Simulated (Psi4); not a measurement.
**SnNH4Cl (SMILES [NH2][SnH2][Cl]) at B2PLYP/def2-SV(P) (density fitting, core potential, density fitting for correlation, sweep point 1)**

Aim: the vertical ionisation energy of SnNH4Cl at B2PLYP/def2-SV(P) (density fitting, core potential, density fitting for correlation, sweep point 1), from 2 runs. 

The calculation is run with Psi4 1.11.

## 1. Starting point

SnNH4Cl has 7 atoms, charge 0, and is taken as a singlet. As SMILES, `[NH2][SnH2][Cl]`. Geometry: relaxed at PBE0-D4/def2-TZVP. This is one conformer, not always the lowest.

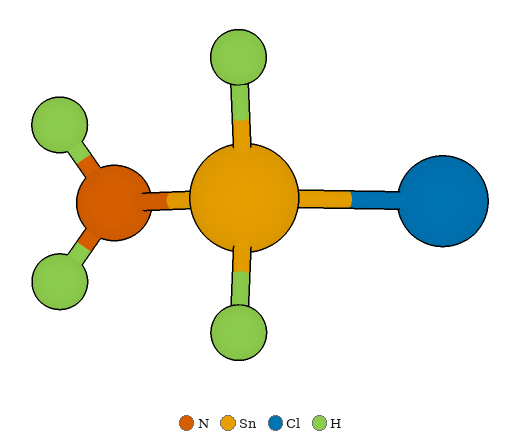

The structure, seen from a chosen angle (nitrogen orange, tin amber, chlorine blue, hydrogen green).

## 2. The energy at B2PLYP/def2-SV(P) (density fitting, core potential, density fitting for correlation, sweep point 1)

File clh4nsn.in:

```
memory 1600 MB

molecule {
  0 1
  N     -0.972800    -0.020100    -0.835200
  Sn     0.562300     0.041400     0.449100
  Cl     0.846400    -2.133500     1.251000
  H     -1.803500     0.485500    -0.566500
  H     -0.756400     0.165200    -1.803000
  H      0.172800     0.976800     1.814600
  H      2.012400     0.416800    -0.355700
  units angstrom
  symmetry c1
}

set {
  puream true
  scf_type df
  dft_radial_points 99
  dft_spherical_points 590
  num_frozen_docc 10
}

energy_value = energy('b2plyp/def2-SV(P)')
```

The run is started by

```sh
psi4 clh4nsn.in clh4nsn.out -n 1
```

clh4nsn.out:

```text
[...]
    !!!  WARNING: ECP capability is in beta. Please check occupations closely.  !!!
[...]
  Running in c1 symmetry.
[...]
  Nuclear repulsion =  186.923705781262044
[...]
  Multiplicity = 1
[...]
  Nalpha       = 25
  Nbeta        = 25
[...]
    Number of basis functions: 66
[...]
   @DF-RKS iter   1:  -730.64491490231921   -1.56582e+00   1.01649e-02 DIIS/ADIIS
[...]
   @DF-RKS iter   8:  -730.84834249107007   -6.77977e-08   7.66757e-07 DIIS
[...]
    Orbital Energies [Eh]
    ---------------------
    Doubly Occupied:
       1A   -102.842981     2A    -14.824780     3A     -9.876116
       4A     -7.521033     5A     -7.516322     6A     -7.516303
       7A     -5.447197     8A     -3.727483     9A     -3.724347
      10A     -3.724316    11A     -1.185317    12A     -1.182165
      13A     -1.179068    14A     -1.174890    15A     -1.174197
      16A     -0.941936    17A     -0.887310    18A     -0.589250
      19A     -0.558163    20A     -0.440047    21A     -0.410680
      22A     -0.402584    23A     -0.351318    24A     -0.346352
      25A     -0.319666
[...]
  @DF-RKS Final Energy:  -730.84834249107007
   => Energetics <=
    Nuclear Repulsion Energy =            186.9237057812620435
    One-Electron Energy =               -1461.1900039233987627
    Two-Electron Energy =                 569.6216340043001765
    DFT Exchange-Correlation Energy =     -26.2036783532335313
    Empirical Dispersion Energy =           0.0000000000000000
    VV10 Nonlocal Energy =                  0.0000000000000000
    Total Energy =                       -730.8483424910700705
[...]
 Multipole Moments:
 ------------------------------------------------------------------------------------
     Multipole            Electronic (a.u.)      Nuclear  (a.u.)        Total (a.u.)
 ------------------------------------------------------------------------------------
 L = 1.  Multiply by 2.5417464519 to convert [e a0] to [Debye]
 Dipole X            :          8.1940631           -8.3750827           -0.1810196
 Dipole Y            :         27.5243085          -26.1362595            1.3880490
 Dipole Z            :         -0.1641172           -0.3481298           -0.5122470
 Magnitude           :                                                    1.4905855
[...]
```

Run time: 6.3 s. Hardware: 1 thread of Intel Xeon 6975P-C (Granite Rapids), shared host; peak memory 0.85 GiB.

## 3. The doublet cation at the same level

File calc.dat:

```
memory 1600 mb

molecule m {
  1 2
  N     -0.972800    -0.020100    -0.835200
  Sn     0.562300     0.041400     0.449100
  Cl     0.846400    -2.133500     1.251000
  H     -1.803500     0.485500    -0.566500
  H     -0.756400     0.165200    -1.803000
  H      0.172800     0.976800     1.814600
  H      2.012400     0.416800    -0.355700
  symmetry c1
}

set basis def2-SV(P)
set reference uks
set puream true
set scf_type df
set dft_radial_points 99
set dft_spherical_points 590
set num_frozen_docc 10
set maxiter 100

energy_value, wavefunction = energy('b2plyp', return_wfn=True)
```

The run is started by

```sh
psi4 -i calc.dat -o calc.out -n 1
```

calc.out:

```text
[...]
    !!!  WARNING: ECP capability is in beta. Please check occupations closely.  !!!
[...]
  Running in c1 symmetry.
[...]
  Nuclear repulsion =  186.923705781262044
[...]
  Multiplicity = 2
[...]
  Nalpha       = 25
  Nbeta        = 24
[...]
    Number of basis functions: 66
[...]
   @DF-UKS iter   1:  -730.25646545434654   -1.17737e+00   9.84818e-03 DIIS/ADIIS
[...]
   @DF-UKS iter  24:  -730.46074916547354   -1.17555e-07   6.60040e-07 DIIS
[...]
   @S^2 Observed:                7.590967405E-01
[...]
    Orbital Energies [Eh]
    ---------------------
    Alpha Occupied:
       1A   -103.206628     2A    -15.002668     3A    -10.237955
       4A     -7.894865     5A     -7.876940     6A     -7.872975
       7A     -5.664635     8A     -3.947738     9A     -3.941058
      10A     -3.939026    11A     -1.407198    12A     -1.397832
      13A     -1.397744    14A     -1.391210    15A     -1.389460
      16A     -1.239627    17A     -1.112645    18A     -0.817689
      19A     -0.737093    20A     -0.724258    21A     -0.687122
      22A     -0.681445    23A     -0.615688    24A     -0.610139
      25A     -0.497903
    Alpha Virtual:
[...]
  @DF-UKS Final Energy:  -730.46074916547354
   => Energetics <=
    Nuclear Repulsion Energy =            186.9237057812620435
    One-Electron Energy =               -1448.5968639535058173
    Two-Electron Energy =                 557.2475103581870144
    DFT Exchange-Correlation Energy =     -26.0351013514167882
    Empirical Dispersion Energy =           0.0000000000000000
    VV10 Nonlocal Energy =                  0.0000000000000000
    Total Energy =                       -730.4607491654735441
  UHF NO Occupations:
  HONO-2 :   23  A 1.9987509
  HONO-1 :   24  A 1.9979002
[...]
 Multipole Moments:
 ------------------------------------------------------------------------------------
     Multipole            Electronic (a.u.)      Nuclear  (a.u.)        Total (a.u.)
 ------------------------------------------------------------------------------------
 L = 1.  Multiply by 2.5417464519 to convert [e a0] to [Debye]
 Dipole X            :          8.6164111           -8.3750827            0.2413284
 Dipole Y            :         26.1388480          -26.1362595            0.0025885
 Dipole Z            :          0.5531272           -0.3481298            0.2049973
 Magnitude           :                                                    0.3166544
[...]
```

Run time: 19 s. Hardware: 1 thread of Intel Xeon 6975P-C (Granite Rapids), shared host; peak memory 0.85 GiB.

## 4. Outcome

Level: B2PLYP/def2-SV(P) (density fitting, core potential, density fitting for correlation, sweep point 1), 10 core orbitals frozen.

| quantity | value |
| --- | --- |
| singlet SnNH4Cl: total energy | -730.97895 Eh |
| singlet SnNH4Cl: HOMO energy (SCF part's orbitals) | -8.70 eV |
| singlet SnNH4Cl: LUMO energy (SCF part's orbitals) | 1.21 eV |
| singlet SnNH4Cl: HOMO–LUMO gap (SCF part's orbitals) | 9.90 eV |
| doublet cation: total energy | -730.58780 Eh |
| doublet cation: HOMO energy (SCF part's orbitals) (highest over α and β) | -13.54 eV |
| doublet cation: LUMO energy (SCF part's orbitals) (lowest over α and β) | -11.69 eV |
| doublet cation: ⟨S²⟩ | 0.759 |
| vertical ionisation energy (to the doublet cation) | 10.644 eV |

The vertical ionisation energy comes to 10.64 eV (1027 kJ/mol). The negative HOMO energy of the first species, 8.70 eV, lies 1.95 eV below that difference.
